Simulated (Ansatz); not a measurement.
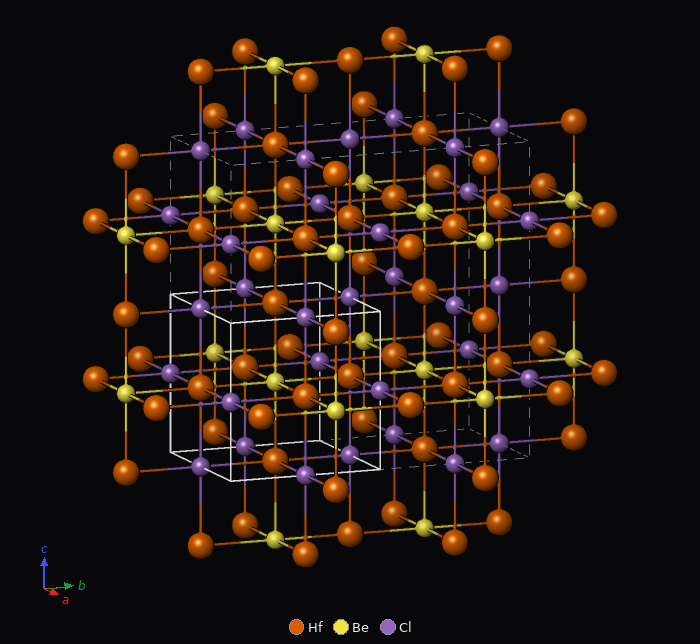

Hf3BeCl3 (space group Pm-3m, No. 221): coordinates from a relaxation with DFT PBE, scalar-relativistic, plane waves, PAW (Ansatz 0.2.0); the starting structure was generated, so it need not be a known form of this composition.

Bonds are taken as Be–Hf below 2.9 Å and Cl–Hf below 2.9 Å; no other contact counts. The graph is simplified in the usual way: terminal and isolated atoms are pruned, two-connected atoms become edges.

> What kind of net remains, and which atoms are its nodes?

A trinodal (4,6,6)-connected, three-periodic net: Cl is a 4-connected node; Hf is a 6-connected node; Be is a 6-connected node, in the ratio 3:3:1.

> Is the net interpenetrated?

It is a single net, without interpenetration.

> How many nodes does the smallest cycle have?

Four.

The simplified net, drawn on the atoms' positions. Nodes are coloured by element. Edges to nodes outside the piece are drawn as stubs.

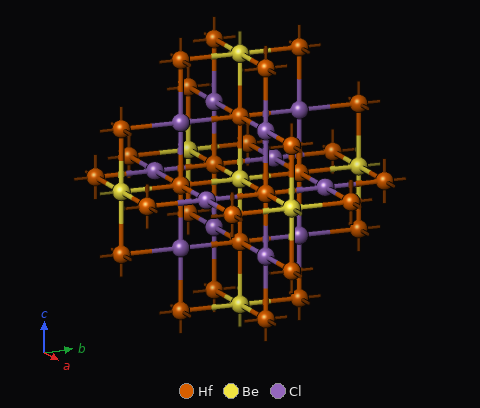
